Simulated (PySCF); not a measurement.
C8H10, SMILES c1ccc(cc1C)C at its GFN2-xTB optimised geometry (Å):

```
18

C     -1.9100    -1.9009     0.0173
C     -1.1398    -0.6146     0.0000
C     -1.8078     0.6045     0.0011
C     -1.0978     1.7903     0.0017
C      0.2863     1.7747     0.0011
C      0.9738     0.5695     0.0000
C      2.4727     0.5338     0.0165
C      0.2468    -0.6146     0.0000
H     -1.2861    -2.7336    -0.2982
H     -2.7761    -1.8404    -0.6388
H     -2.2690    -2.1073     1.0261
H     -2.8884     0.6208    -0.0008
H     -1.6248     2.7336     0.0001
H      0.8355     2.7055    -0.0008
H      2.8298     0.3004     1.0200
H      2.8479    -0.2338    -0.6577
H      2.8884     1.4945    -0.2775
H      0.7772    -1.5574    -0.0021
```

Method: CAM-B3LYP/def2-SVP in PySCF. Cells within 0.4 Å of a nucleus heavier than hydrogen are left out (blank, or x).

Map of the deformation density (molecule minus spherical neutral atoms) (e/bohr³) on the plane z = 0.0 Å:

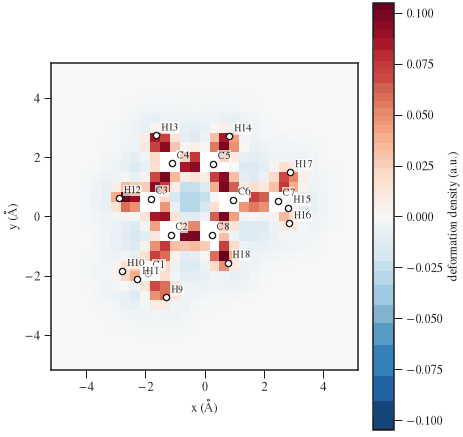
Deformation density (molecule minus spherical neutral atoms) (e/bohr³) on the plane z = 0.0 Å.
